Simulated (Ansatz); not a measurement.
**Ca wire cut from an fcc lattice along [110], 4 atoms a period: bands by functional and under strain**

What gap, if any, does the Ca wire cut from an fcc lattice along [110], 4 atoms a period have, and how does it change with the functional and under strain?

Program: Ansatz 0.2.0. Level of theory: DFT PBE, plane waves, PAW; relaxation of a wire's period, in the first sound run; inputs show where later runs differ. Results are calculated unless marked as measured.

### 1. Starting point

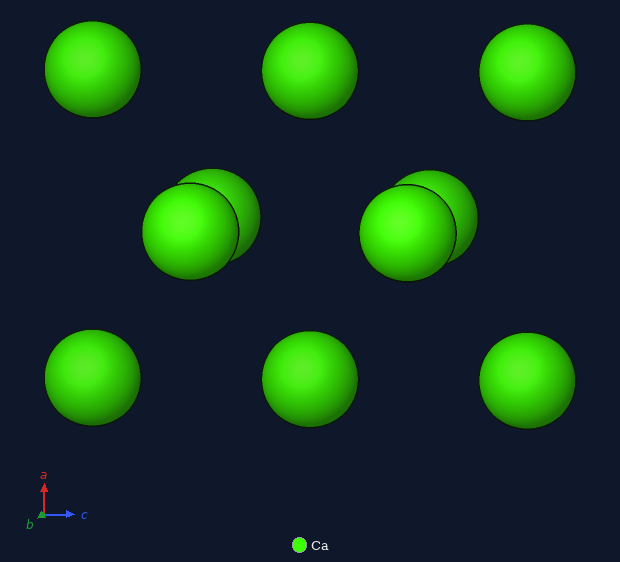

The starting structure, seen from the side, with the c axis across the page (calcium green). 1×1×2 cells are drawn. Some periodic images of atoms are drawn too.

The cell holds 4 atoms: 4 Ca. Its edges and angles: a = 12.300 Å, b = 10.689 Å, c = 3.889 Å, α = 90.0°, β = 90.0°, γ = 90.0°. Vacuum lies along a and b. The structure's axis is c.

### 2. Relaxation of atoms and period

Band widths follow the bond lengths, so the wire is relaxed first. The atoms and the third cell vector are free; the box across stays fixed as vacuum. A Fermi-Dirac smearing is set since the result may be a metal. The pressure printed is a third of the stress's trace over the whole box, vacuum included; only the stress along the axis is relaxed.

input.yaml reads:

```yaml
crystal:
  lattice:
    - [12.3, 0.0, 0.0]
    - [0.0, 10.689, 0.0]
    - [0.0, 0.0, 3.8890872965]
  atoms:
    - { symbol: Ca, position: [0.276422764, 0.500004083, 0.0] }
    - { symbol: Ca, position: [0.723577236, 0.500004083, 0.0] }
    - { symbol: Ca, position: [0.5, 0.318084012, 0.5] }
    - { symbol: Ca, position: [0.5, 0.681924155, 0.5] }
kpoints:
  mp_grid: { grid: [1, 1, 21] }
scf:
  occupations: { method: fermi_dirac, width: 0.05 }
hamiltonian:
  xc: pbe
relax:
  cell: { fix: [a, b, alpha, beta, gamma] }
  max_steps: 60
```

The run is started by

```console
$ ansatz run input.yaml --threads 8 --pin off --max-ram 16384MiB --backend cpu --events-out ev --progress --plain --runs-dir out
```

Numbers of over 12 decimals in the logs are rounded to 6 here.

Output:

```text
Engine: ansatz 0.2.0, x86_64-unknown-linux-gnu
Pseudopotentials: kind: paw
Pseudopotential: Ca, paw, valence charge 10, recommended cutoff 420 eV (normal), Ca.paw.azcp
Functional definition: PBE
  parameter kappa = 0.804
  parameter beta = 0.066725
  exchange = pbe_x(kappa = kappa, mu = beta*pi^2/3)
  correlation = pbe_c(beta = beta)
Crystal: 4 atoms, lattice volume = 511.317 Å³
Basis set: ecut = 420 eV, 10043 PW (Γ), exchange–correlation on 180×144×54 points (8 copies of the dense FFT grid, shifted against one another)
Bands: 24, of which v1, the nominal top of the filled ones, is band 20 counted from 1 (19 counted from 0)
Symmetry: 8 space group operations
Space group: Pmmm (ITA 47), of the structure as read, at distance tolerance 8.0e-5 Å
k-points: 11 of 21
Non-local potential: Ca, projectors of the file, l = 0: 3, l = 1: 2, l = 2: 2
PAW form: soft (Blöchl's): semilocal exchange-correlation on the pseudo side does not see the compensation charge
PAW one-centre angular grid: Ca, 110 points (default); XC on 64 Gauss nodes
Initial density: superposition of atomic densities (neutral atoms: chi_scale 0, normalization atom), corrected by the library's trained network
Initial wavefunctions: pseudopotential atomic-orbital guess
Functional: x = pbe(κ = 0.804, μ = 0.219515), c = pbe(β = 0.066725)
SCF iter   1: F=—  HF=-7264.594991 eV  |F-HF|=—  |Δ(HF+E_count)|=         —  Δρ=1.55e-3  dr2=1.28e-1  ethr=1.77e-3  ⟨swp⟩=11.8  Hψ=1636  notcnv=0
preconditioner: auto → LDOS  [metal: Δε(μ)=0.027 eV  Ē_g=1.641 eV  σ=0.050 eV  W_gap=0.13  n_scr=42 (ndim 8)  ℏωp=4.6 eV  f_vac=0.455  D(μ)=6.30/eV (n_scr^D=20)  β→1.0]
SCF iter   2: F=—  HF=-7264.588279 eV  |F-HF|=—  |Δ(HF+E_count)|=   6.71e-3  Δρ=7.98e-4  dr2=1.11e-2  ethr=3.21e-4  ⟨swp⟩=3.1  Hψ=441  notcnv=0
SCF iter   3: F=—  HF=-7264.591458 eV  |F-HF|=—  |Δ(HF+E_count)|=   3.18e-3  Δρ=6.07e-4  dr2=6.12e-3  ethr=2.77e-5  ⟨swp⟩=2.4  Hψ=488  notcnv=0
SCF iter   4: F=—  HF=-7264.591862 eV  |F-HF|=—  |Δ(HF+E_count)|=   4.04e-4  Δρ=3.05e-4  dr2=1.16e-3  ethr=1.53e-5  ⟨swp⟩=2.0  Hψ=443  notcnv=0
SCF iter   5: F=—  HF=-7264.592308 eV  |F-HF|=—  |Δ(HF+E_count)|=   4.46e-4  Δρ=7.46e-5  dr2=1.81e-4  ethr=2.91e-6  ⟨swp⟩=2.4  Hψ=454  notcnv=0
SCF iter   6: F=—  HF=-7264.592429 eV  |F-HF|=—  |Δ(HF+E_count)|=   1.20e-4  Δρ=3.74e-5  dr2=1.09e-5  ethr=4.53e-7  ⟨swp⟩=2.7  Hψ=340  notcnv=0
SCF iter   7: F=—  HF=-7264.592432 eV  |F-HF|=—  |Δ(HF+E_count)|=   3.80e-6  Δρ=1.37e-5  dr2=2.45e-6  ethr=2.73e-8  ⟨swp⟩=2.7  Hψ=409  notcnv=0
SCF iter   8: F=—  HF=-7264.592433 eV  |F-HF|=—  |Δ(HF+E_count)|=   1.05e-6  Δρ=6.39e-6  dr2=3.62e-7  ethr=6.13e-9  ⟨swp⟩=2.3  Hψ=388  notcnv=0
SCF iter   9: F=-7264.592434 eV  HF=-7264.592433 eV  |F-HF|=2.92e-8  |Δ(HF+E_count)|=   7.08e-8  Δρ=1.78e-6  dr2=4.56e-8  ethr=2.50e-10  ⟨swp⟩=6.1  Hψ=972  notcnv=0
SCF 1 converged in 9 iterations: F = -7264.592434 eV  dr2 = 4.56e-8
  greatest PAW one-centre occupation: 0.996 electrons in one spin orbital (limit 2), on the Ca atom at site 1 (counted from 0), in its partial waves of l = 0
relax step   1: F+E_penalty+E_count = -7264.59243352 eV  Δ(F+E_penalty+E_count) = +0.000e0 eV  max|allowed force component| = 1.899e-1 eV/Å  Δτ_max = 0.0000 Å  P = -0.302 GPa  Ω = 511.317 Å³  fix = [a, b, alpha, beta, gamma]  reactions: a -0.479, b -0.312 GPa  (9 SCF iters, dr2 threshold 1.00e-7 eV, accepted)
Crystal: 4 atoms, lattice volume = 510.960 Å³
Initial density: handed on by an earlier stage of this run
Initial wavefunctions: those handed on with the density
iter 1 solved again at ethr=4.18e-5 eV; its pass at ethr=3.10e-3 eV (dr2=1.67e-2 eV) is discarded
SCF iter   1: F=—  HF=-7264.612049 eV  |F-HF|=—  |Δ(HF+E_count)|=         —  Δρ=7.95e-4  dr2=2.24e-2  ethr=4.18e-5  ⟨swp⟩=1.6  Hψ=1525  notcnv=0
eigensolver tolerance schedule calibrated: the retry pair's looser diagonalisation under-reported the residual by θ = 0.25 (0.14/decade); ethr = c·dr2/N_el runs at the constant in force after the calibration composes with the one it found (an armed cap, an earlier calibration), c = 5.4e-2
preconditioner: auto → LDOS  [metal: Δε(μ)=0.046 eV  Ē_g=1.672 eV  σ=0.050 eV  W_gap=0.22  n_scr=42 (ndim 8)  ℏωp=4.6 eV  f_vac=0.434  D(μ)=6.17/eV (n_scr^D=20)  β→1.0]
SCF iter   2: F=—  HF=-7264.608761 eV  |F-HF|=—  |Δ(HF+E_count)|=   3.29e-3  Δρ=4.81e-4  dr2=3.34e-3  ethr=3.03e-5  ⟨swp⟩=2.0  Hψ=418  notcnv=0
SCF iter   3: F=—  HF=-7264.608746 eV  |F-HF|=—  |Δ(HF+E_count)|=   1.49e-5  Δρ=1.80e-4  dr2=5.22e-4  ethr=4.52e-6  ⟨swp⟩=2.2  Hψ=494  notcnv=0
SCF iter   4: F=—  HF=-7264.608764 eV  |F-HF|=—  |Δ(HF+E_count)|=   1.79e-5  Δρ=6.13e-5  dr2=4.72e-5  ethr=7.06e-7  ⟨swp⟩=2.0  Hψ=443  notcnv=0
SCF iter   5: F=—  HF=-7264.608751 eV  |F-HF|=—  |Δ(HF+E_count)|=   1.29e-5  Δρ=2.13e-5  dr2=5.81e-6  ethr=6.38e-8  ⟨swp⟩=2.5  Hψ=468  notcnv=0
SCF iter   6: F=—  HF=-7264.608754 eV  |F-HF|=—  |Δ(HF+E_count)|=   3.20e-6  Δρ=6.56e-6  dr2=6.22e-7  ethr=7.85e-9  ⟨swp⟩=2.7  Hψ=461  notcnv=0
SCF iter   7: F=-7264.608755 eV  HF=-7264.608755 eV  |F-HF|=1.05e-7  |Δ(HF+E_count)|=   5.71e-7  Δρ=3.31e-6  dr2=1.37e-7  ethr=5.41e-10  ⟨swp⟩=5.7  Hψ=854  notcnv=0
SCF 2 converged in 7 iterations: F = -7264.608755 eV  dr2 = 1.37e-7
relax step   2: F+E_penalty+E_count = -7264.60875484 eV  Δ(F+E_penalty+E_count) = -1.632e-2 eV  max|allowed force component| = 1.262e-1 eV/Å  Δτ_max = 0.0449 Å  P = -0.223 GPa  Ω = 510.960 Å³  energy of the carried Pulay correction = +4.844e-6 eV  fix = [a, b, alpha, beta, gamma]  reactions: a -0.398, b -0.207 GPa  (7 SCF iters, dr2 threshold 4.00e-7 eV, accepted)
Crystal: 4 atoms, lattice volume = 510.635 Å³
Basis set: ecut = 420 eV, 10035 PW (Γ), exchange–correlation on 180×144×54 points (8 copies of the dense FFT grid, shifted against one another)
iter 1 solved again at ethr=2.29e-4 eV; its pass at ethr=3.10e-3 eV (dr2=9.16e-2 eV) is discarded
SCF iter   1: F=—  HF=-7264.634521 eV  |F-HF|=—  |Δ(HF+E_count)|=         —  Δρ=1.81e-3  dr2=1.16e-1  ethr=2.29e-4  ⟨swp⟩=1.0  Hψ=1556  notcnv=0
eigensolver tolerance schedule calibrated: the retry pair's looser diagonalisation under-reported the residual by θ = 0.21 (0.19/decade); ethr = c·dr2/N_el runs at the constant in force after the calibration composes with the one it found (an armed cap, an earlier calibration), c = 2.9e-2
preconditioner: auto → LDOS  [metal: Δε(μ)=0.025 eV  Ē_g=1.685 eV  σ=0.050 eV  W_gap=0.12  n_scr=42 (ndim 8)  ℏωp=4.6 eV  f_vac=0.448  D(μ)=6.77/eV (n_scr^D=22)  β→1.0]
SCF iter   2: F=—  HF=-7264.616672 eV  |F-HF|=—  |Δ(HF+E_count)|=   1.78e-2  Δρ=1.10e-3  dr2=1.94e-2  ethr=8.38e-5  ⟨swp⟩=2.7  Hψ=446  notcnv=0
SCF iter   3: F=—  HF=-7264.618541 eV  |F-HF|=—  |Δ(HF+E_count)|=   1.87e-3  Δρ=4.04e-4  dr2=2.61e-3  ethr=1.40e-5  ⟨swp⟩=2.4  Hψ=511  notcnv=0
SCF iter   4: F=—  HF=-7264.618571 eV  |F-HF|=—  |Δ(HF+E_count)|=   3.03e-5  Δρ=1.51e-4  dr2=2.39e-4  ethr=1.89e-6  ⟨swp⟩=2.2  Hψ=448  notcnv=0
SCF iter   5: F=—  HF=-7264.618676 eV  |F-HF|=—  |Δ(HF+E_count)|=   1.05e-4  Δρ=5.30e-5  dr2=3.91e-5  ethr=1.73e-7  ⟨swp⟩=2.8  Hψ=475  notcnv=0
SCF iter   6: F=—  HF=-7264.618697 eV  |F-HF|=—  |Δ(HF+E_count)|=   2.12e-5  Δρ=1.53e-5  dr2=3.80e-6  ethr=2.83e-8  ⟨swp⟩=2.9  Hψ=474  notcnv=0
SCF iter   7: F=—  HF=-7264.618700 eV  |F-HF|=—  |Δ(HF+E_count)|=   2.84e-6  Δρ=8.57e-6  dr2=8.88e-7  ethr=2.75e-9  ⟨swp⟩=2.9  Hψ=504  notcnv=0
SCF iter   8: F=-7264.618701 eV  HF=-7264.618701 eV  |F-HF|=1.75e-8  |Δ(HF+E_count)|=   9.39e-7  Δρ=5.53e-6  dr2=3.69e-7  ethr=2.89e-10  ⟨swp⟩=5.7  Hψ=991  notcnv=0
SCF 3 converged in 8 iterations: F = -7264.618701 eV  dr2 = 3.69e-7
relax step   3: F+E_penalty+E_count = -7264.61870125 eV  Δ(F+E_penalty+E_count) = -9.946e-3 eV  max|allowed force component| = 3.634e-2 eV/Å  Δτ_max = 0.1010 Å  P = -0.069 GPa  Ω = 510.635 Å³  energy of the carried Pulay correction = +9.246e-6 eV  fix = [a, b, alpha, beta, gamma]  reactions: a -0.267, b +0.040 GPa  (8 SCF iters, dr2 threshold 4.00e-7 eV, accepted)
[...]
relax step   4: F+E_penalty+E_count = -7264.61940443 eV  Δ(F+E_penalty+E_count) = -7.032e-4 eV  max|allowed force component| = 4.628e-3 eV/Å  Δτ_max = 0.0226 Å  P = -0.105 GPa  Ω = 510.765 Å³  energy of the carried Pulay correction = +7.488e-6 eV  fix = [a, b, alpha, beta, gamma]  reactions: a -0.297, b -0.019 GPa  (8 SCF iters, dr2 threshold 8.26e-8 eV, accepted)
Initial wavefunctions: pseudopotential atomic-orbital guess (no wavefunctions were taken with the density)
iter 1 solved again at ethr=9.95e-6 eV; its pass at ethr=3.10e-3 eV (dr2=3.98e-3 eV) is discarded
SCF iter   1: F=—  HF=-7264.619373 eV  |F-HF|=—  |Δ(HF+E_count)|=         —  Δρ=1.95e-6  dr2=5.95e-8  ethr=9.95e-6  ⟨swp⟩=4.6  Hψ=2373  notcnv=0
eigensolver tolerance schedule: the retry pair's looser diagonalisation over-reported the residual by 66838.09 of it (diagonalisation noise at an unbounded share of the residual, at the tolerance the schedule requests for it); recorded, not acted on — ethr = c·dr2/N_el stays at c = 1.0e-1
preconditioner: auto → LDOS  [metal: Δε(μ)=0.017 eV  Ē_g=1.670 eV  σ=0.050 eV  W_gap=0.08  n_scr=42 (ndim 8)  ℏωp=4.6 eV  f_vac=0.447  D(μ)=6.50/eV (n_scr^D=20)  β→1.0]
SCF iter   2: F=—  HF=-7264.619396 eV  |F-HF|=—  |Δ(HF+E_count)|=   2.35e-5  Δρ=1.91e-6  dr2=4.58e-8  ethr=1.49e-10  ⟨swp⟩=5.0  Hψ=791  notcnv=0
SCF iter   3: F=—  HF=-7264.619396 eV  |F-HF|=—  |Δ(HF+E_count)|=   3.93e-9  Δρ=5.18e-7  dr2=3.20e-9  ethr=1.14e-10  ⟨swp⟩=2.0  Hψ=378  notcnv=0
SCF iter   4: F=—  HF=-7264.619396 eV  |F-HF|=—  |Δ(HF+E_count)|=   3.97e-9  Δρ=3.25e-7  dr2=2.03e-9  ethr=8.01e-12  ⟨swp⟩=3.5  Hψ=531  notcnv=0
SCF iter   5: F=—  HF=-7264.619396 eV  |F-HF|=—  |Δ(HF+E_count)|=  4.22e-10  Δρ=2.01e-7  dr2=8.79e-10  ethr=5.07e-12  ⟨swp⟩=2.0  Hψ=377  notcnv=0
SCF iter   6: F=—  HF=-7264.619396 eV  |F-HF|=—  |Δ(HF+E_count)|=  2.33e-10  Δρ=1.25e-7  dr2=2.31e-10  ethr=2.20e-12  ⟨swp⟩=3.2  Hψ=413  notcnv=0
SCF iter   7: F=-7264.619396 eV  HF=-7264.619396 eV  |F-HF|=1.09e-11  |Δ(HF+E_count)|=  1.18e-11  Δρ=5.81e-8  dr2=2.68e-11  ethr=1.00e-12  ⟨swp⟩=3.4  Hψ=1053  notcnv=0
SCF 5 converged in 7 iterations: F = -7264.619396 eV  dr2 = 2.68e-11
relax step   5: F+E_penalty+E_count = -7264.61939628 eV  Δ(F+E_penalty+E_count) = +8.148e-6 eV  max|allowed force component| = 4.659e-3 eV/Å  Δτ_max = 0.0000 Å  P = -0.106 GPa  Ω = 510.765 Å³  fix = [a, b, alpha, beta, gamma]  reactions: a -0.297, b -0.019 GPa  stress off target by 6.15e-4 GPa on what of the cell is left free  SCF on the basis re-selected at this cell (its energy is not comparable with the rows above)  (7 SCF iters)
basis re-selected at this cell: Δ(F+E_penalty+E_count) = +8.148e-6 eV, ΔP = -0.000 GPa vs the last step (what re-selecting the basis moved, of the pressure what is left beyond the Pulay correction that the steps carried, after the strain that the cell walked since its last selection, with what the two solves' SCF thresholds leave and, on support functions, any second-order correction that the steps lacked; it is no m [...]
SCF converged after 7 iterations
Free energy (F): -7264.619396 eV
Harris-Foulkes:  -7264.619396 eV  (|F-HF|=1.09e-11)
Internal energy: -7264.566703 eV  (E = F + TS)
E sigma→0 (E₀):  -7264.593050 eV
Entropy (-TS):   -0.052693 eV (-13.173 meV/atom)
Fermi energy:    -0.012724 eV
--- Per-component energies (eV) ---
  E_band       = -920.944763
  E_kinetic    = 1097.537885
  E_local      = -6992.637838  (includes V_loc(G=0)·N_el)
  E_nonlocal   = 254.962065
  E_hartree    = 2824.833162
  E_xc         = -539.931278
  E_vxc        = -672.656173  (∫ρ·V_xc dr)
  E_paw        = -3432.818744  (= ΣΔE_a)
  E_vpaw       = -257.816794  (= ΣTr[D̂ρ^β])
  E_aug_tail   = -0.000024  (compensation charges beyond the density's cutoff)
  E_ewald      = -476.511930
  E_smearing   = -0.052693  (= −TS)
  E_closure    = 0.000000  (closes the sum)
  Σ components = -7264.619396   (vs F -7264.619396, Δ=0.00e0)
--- Forces (eV/Å), atoms counted from 1 ---
  atom   1  Ca     0.00025666     0.00000000    -0.00000000
  atom   2  Ca    -0.00025666    -0.00000000     0.00000000
  atom   3  Ca    -0.00000000     0.00465923    -0.00000000
  atom   4  Ca     0.00000000    -0.00465923     0.00000000
  max |Σ_I F_I| component: 0.00e0 eV/Å
--- Stress (GPa, compression-positive) ---
       -0.296762       0.000000       0.000000
        0.000000      -0.019298       0.000000
        0.000000       0.000000      -0.000615
  P = ⅓ Tr σ = -0.1056 GPa (-1.056 kbar)
--- Relaxed structure (4 steps of the walk, 4 accepted, 1 SCFs on fresh bases) ---
  F+E_penalty+E_count = -7264.61939628 eV   max|allowed force component| = 4.659e-3 eV/Å   (the final SCF, on the basis selected at the relaxed cell)
  cell:  # Å, volume = 510.7648 Å³
    - [12.3, 0, 0]
    - [0, 10.689, 0]
    - [0, 0, 3.884891]
  atoms:
    - { symbol: Ca, position: [0.277227, 0.500000, 0] }
    - { symbol: Ca, position: [0.722773, 0.500000, 0] }
    - { symbol: Ca, position: [0.5, 0.329611, 0.5] }
    - { symbol: Ca, position: [0.5, 0.670389, 0.5] }
```

Run time: 5.6 s. Hardware: 8 threads of Intel Xeon Platinum 8375C at 2.90GHz (Ice Lake), shared host; peak memory 1.1 GiB.

Step by step:

```
step  energy less that of the first step (eV)  largest force component (eV/Å)  pressure (GPa)  volume (Å³)
   1                                   0.0000                          0.1899           -0.30       511.32
   2                                  -0.0163                          0.1262           -0.22       510.96
   3                                  -0.0263                          0.0363           -0.07       510.64
   4                                  -0.0270                          0.0046           -0.11       510.76
  5*                                  -0.0270                          0.0047           -0.11       510.76
```

Relaxation steps marked * repeat the geometry before them on a plane-wave basis chosen anew for their cell, so energy and pressure can jump there.

Forces are held to the 8 operations that the run works with; a distortion that breaks them can't arise in this run.

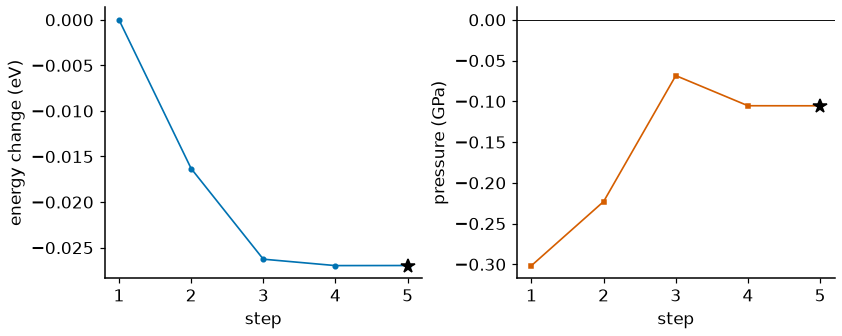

Energy and pressure along the relaxation. Stars mark steps on a basis chosen anew.

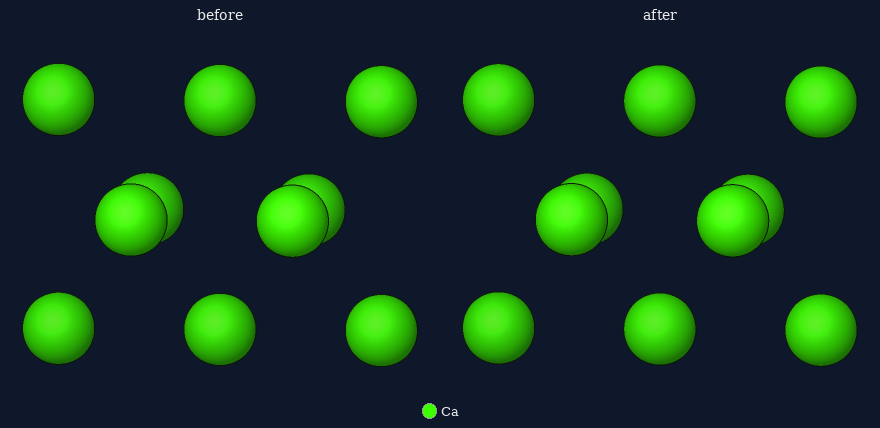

The structure before and after the relaxation, drawn at the same scale.

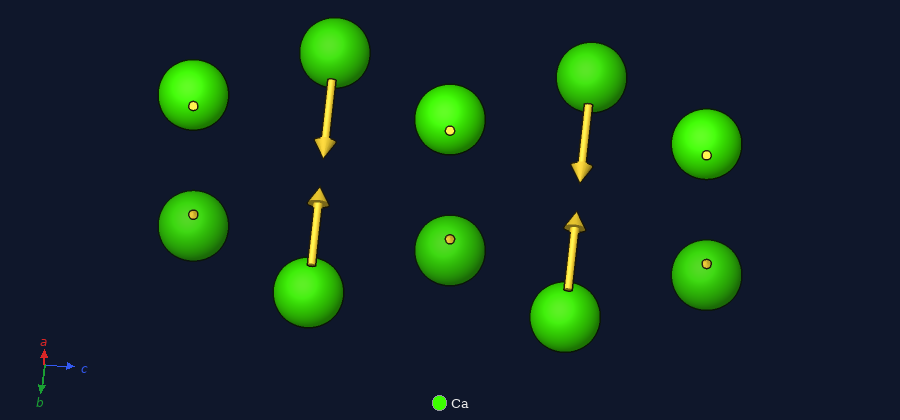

Displacements in the relaxation, exaggerated, measured against the changing cell; the longest in the cell stands for 0.12 Å. 1×1×2 cells are drawn. Some periodic images of atoms are drawn too.

```
cell as run  before  after  change
      c (Å)   3.889  3.885  -0.1 %
```

The atoms that moved most (Å, along periodic axes as changes of fractional coordinates times the final cell, across vacuum about the mean position):

```
atom      dx      dy     dz  length
 Ca4   0.000  -0.123  0.000   0.123
 Ca3   0.000   0.123  0.000   0.123
 Ca2  -0.010   0.000  0.000   0.010
 Ca1   0.010   0.000  0.000   0.010
```

The relaxed structure:

```xyz
4
Lattice="12.3000 0.0000 0.0000 0.0000 10.6890 0.0000 0.0000 0.0000 3.8849" Properties=species:S:1:pos:R:3
Ca    3.4099    5.3445    0.0000
Ca    8.8901    5.3445    0.0000
Ca    6.1500    3.5232    1.9424
Ca    6.1500    7.1658    1.9424
```

This step gave:

* energy at zero smearing: -7264.5930 eV
* cell length along the wire: 3.885 Å

The cell's length comes to 3.885 Å with spin left out.

[end of part 1 of 3]

[Logs are printed without paths, hosts, clocks, repeated set-up lines and the standing remarks that a program may print on its own settings, such as how far it seeks lower states.]

[Hosts, paths, dates, database ids (printed as entryN), source tags and the programs' standing remarks are cut or masked in the printed files.]
